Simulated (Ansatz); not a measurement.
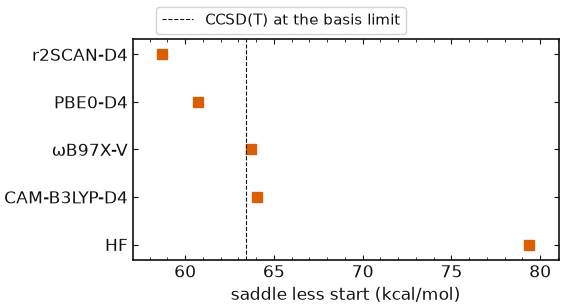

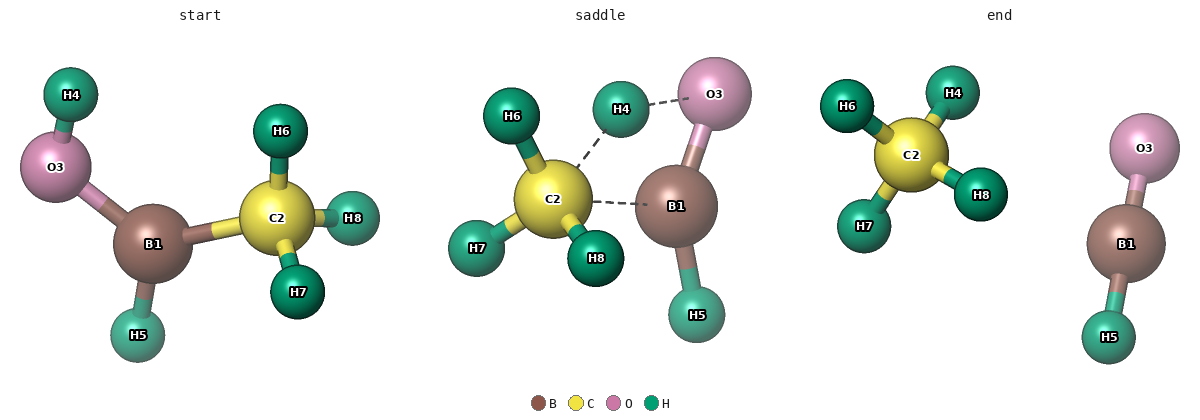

Height of the saddle over the start in one step of CH₅BO at several levels. In the step C2–H4 (2.63 → 1.34 → 1.09 Å) forms; B1–C2 (1.57 → 1.81 → 3.47 Å) and O3–H4 (0.96 → 1.37 → 3.08 Å) break (lengths at start, saddle and end; changes of bond order aren't listed). Electronic energies at PBE0-D4/def2-TZVP geometries, energies in def2-TZVPP, the Ansatz code 0.2.0; cores frozen in correlated methods, no zero-point terms. Start and end are the structures at the ends of the path (complexes, where there are several molecules). The line is the MP2 basis limit plus CCSD(T) less MP2 in triple zeta.

### What range do the values span, the line included?

From 58.7 kcal/mol (r2SCAN-D4) to 79.4 kcal/mol (HF).

### Give the values.

```csv
level,kcal/mol,less CCSD(T) at the basis limit
r2SCAN-D4,58.7,−4.7
PBE0-D4,60.7,−2.7
ωB97X-V,63.7,0.3
CAM-B3LYP-D4,64.0,0.6
HF,79.4,15.9
CCSD(T) at the basis limit,63.4,0.0
```
